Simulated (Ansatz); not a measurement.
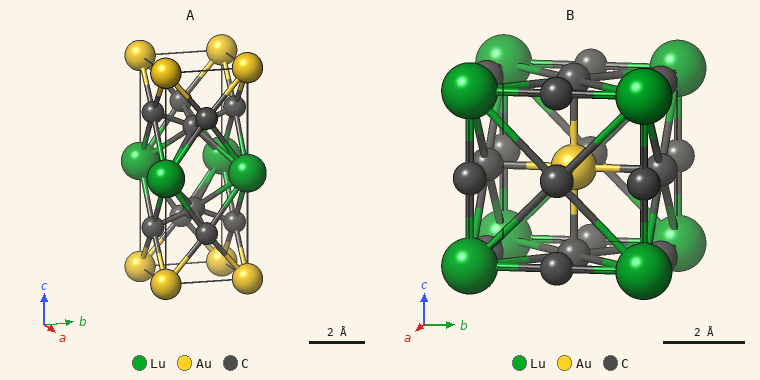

Two structures of LuAuC₆, each relaxed to rest (conventional cells in solid outline, small ones repeated, not to one scale). Method: Ansatz 0.2.0, DFT PBE, scalar-relativistic, plane waves, PAW, without spin polarisation.

Name structures A and B.

A: 8 atoms a cell on a primitive tetragonal lattice, P4/mmm. B: 8 atoms a cell on a primitive cubic lattice, Pm-3m.

Which of the two does the method prefer?

A is lower, by 559 meV/atom at this level of theory (energies at zero smearing). Volumes: A 9.7, B 10.6 Å³/atom.

One or both may be structure types tried for this composition rather than known phases.
